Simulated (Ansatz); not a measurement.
# Cl₃H₂NSi···H₂O: what the fields show

Input

```
crystal:
  periodic: [false, false, false]
  atoms:
    - {symbol: Si, position_ang: [-0.200793, 1.178118, -0.578559]}
    - {symbol: O, position_ang: [-0.159417, -2.560315, 0.582239]}
    - {symbol: Cl, position_ang: [0.169301, 0.088482, -2.251084]}
    - {symbol: Cl, position_ang: [-2.183424, 1.224824, -0.166521]}
    - {symbol: Cl, position_ang: [0.418782, 3.083298, -0.941463]}
    - {symbol: H, position_ang: [-0.007391, -1.606677, 0.623160]}
    - {symbol: N, position_ang: [0.572026, 0.405314, 0.721696]}
    - {symbol: H, position_ang: [-0.484526, -2.720975, -0.305744]}
    - {symbol: H, position_ang: [0.310234, 0.676202, 1.658954]}
    - {symbol: H, position_ang: [1.565307, 0.231828, 0.657421]}
basis:
  gaussian: {orbitals: def2-TZVPP}
hamiltonian: {xc: pbe0, dispersion: d4}
output: {orbitals: {seedname: orbitals}}
```

Launched as:

```sh
ansatz run in.yaml --threads 8 --pin off --events-out ev --progress --plain --max-ram 19148MiB
```

The product side of a reaction path; geometry: PBE0-D4/def2-TZVP.

These are results of RKS PBE0-D4/def2-TZVPP (Ansatz 0.2.0), not measurements.

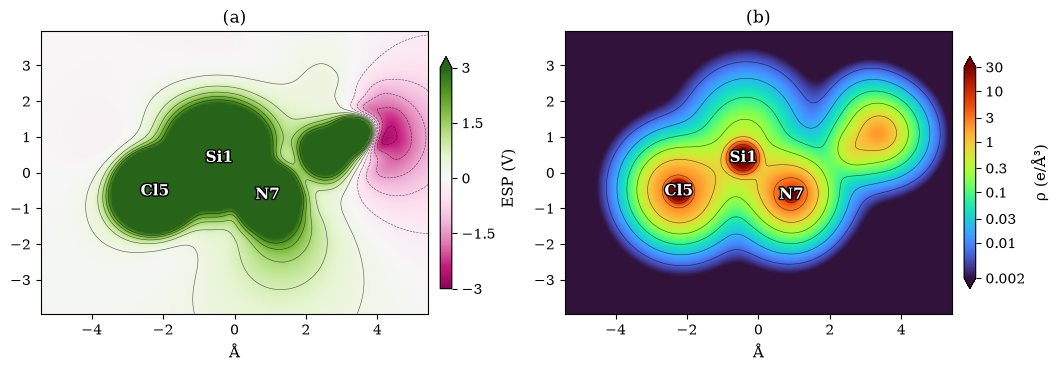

Figure 1. (a) molecular electrostatic potential; (b) total electron density on the plane of atoms Cl5, Si1 and N7.

Question: What does the map show?

Answer:
- The section cuts through Si, Cl and N sites.
- Si–N (1.70 Å): the density is about 1.2 e/Å³ at the midpoint.
- Si–Cl (2.04 Å): ρ is about 0.95 e/Å³ halfway.
- Outside the dense part of the complex the potential is most negative (−2.6 V) near O2, which lies off the plane.

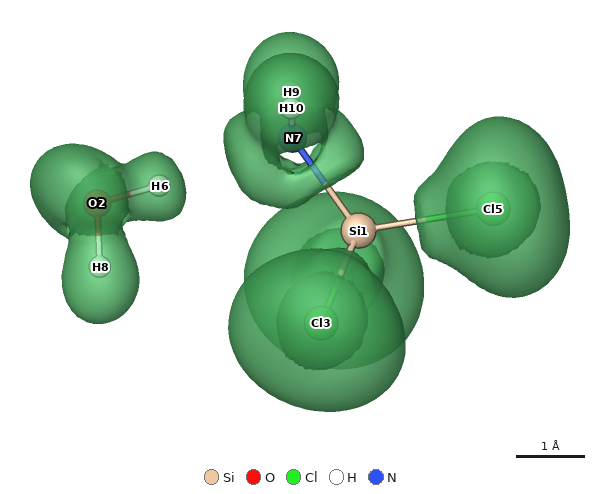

Figure 2. Isosurface of the ELF at 0.75 (green), seen across its widest extent. Only the valence region is drawn (cores and ρ < 0.01 e/Å³ removed).

Question: Describe the localisation domains.

Answer: At this value the surface marks out three regions on Cl in which the atom's valence shell and bonds are merged, one joined region spread over several atoms (H, N), in which their bonds and any lone pairs are merged and one joined region spread over several atoms (H, O), in which their bonds and any lone pairs are merged. Along the contacts the grid gives the following. N7···H6 (2.10 Å): the ELF dips to about 0.10 between them; by its geometry a hydrogen bond between the two molecules, with no shared pair. Si–N (1.70 Å): the ELF peaks at about 0.90 between the atoms, as expected for a shared but strongly polarised pair.

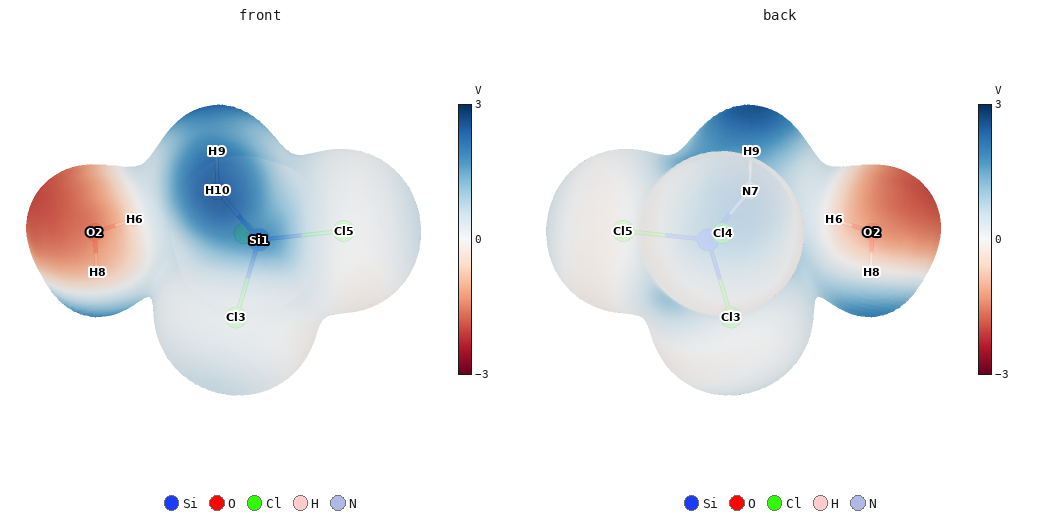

Figure 3. The electrostatic potential painted on the density surface at 0.002 e/bohr³, seen from the front and from behind; the colour scale runs from red (negative) to blue (positive).

Question: Describe the electrostatic potential map.

Answer: The most negative region (about −1.9 V) lies over O2, the most positive (about +2.5 V) over H9 and H10. Cl4 shows a σ-hole: about +0.5 V at the tip opposite its bond, against about 0.0 V on its flanks. Cl5 shows a σ-hole: about +0.5 V at the tip opposite its bond, against about 0.0 V on its flanks. O2 is the likeliest acceptor of a hydrogen bond.

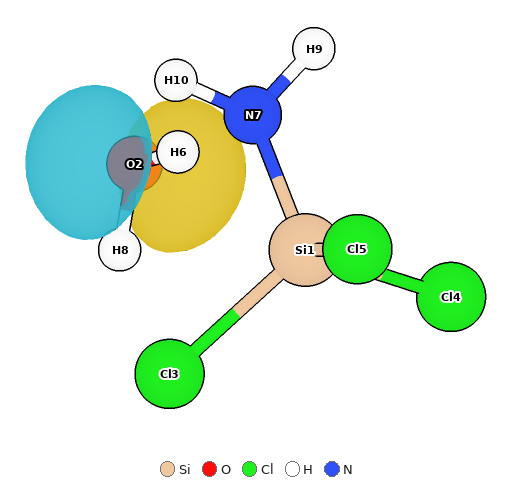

Figure 4. The HOMO at ±0.2 Å⁻³ᐟ² (yellow and cyan are the two phases), seen at an oblique angle.

Question: Where does this orbital lie, and at what energy?

Answer: It lies mainly on O2 (about 90 %) and H8 (about 5 %); largely a lone pair of O2. Its energy is −8.40 eV.
